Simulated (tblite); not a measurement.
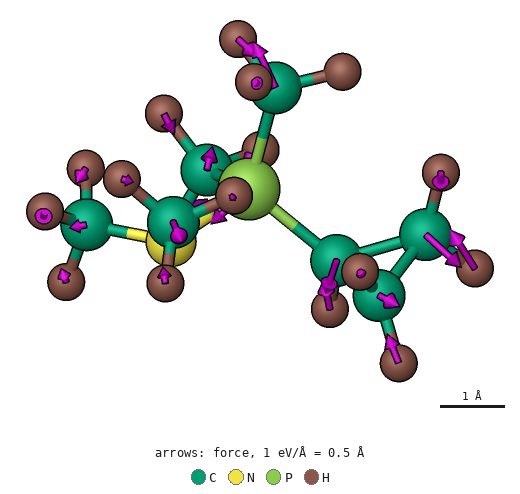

Starting geometry of C7H17NP (charge +1) with the computed forces as purple arrows. Style: ball-and-stick. Shown from a free direction.

Theory: GFN2-xTB geometry optimisation, gas phase in tblite. 

**What follows when this structure is relaxed?**

It isn't relaxed: the largest force vector, on the N atom, is 2.49 eV/Å. The final displacements have little in common with the starting forces (cosine between the two patterns 0.15). Over 170 geometry steps the energy falls by 1.006 eV. An H atom moves most after the best rigid fit: 1.26 Å. Largest moves by element: H 1.26 Å, N 0.75 Å, C 0.45 Å, P 0.21 Å. Near-neighbour distances that change, for instance: N–P 1.757 → 1.662 Å, C–H 1.131 → 1.079 Å, C–H 1.111 → 1.079 Å, C–N 1.431 → 1.460 Å. Bond angles that change, for instance: C–N–P 110.2° → 119.0°, N–P–C 107.1° → 115.1°, C–C–H 111.7° → 118.7°. Groups turn about C–P by about 55°, C–P by about 25°, C–P by about 20°.
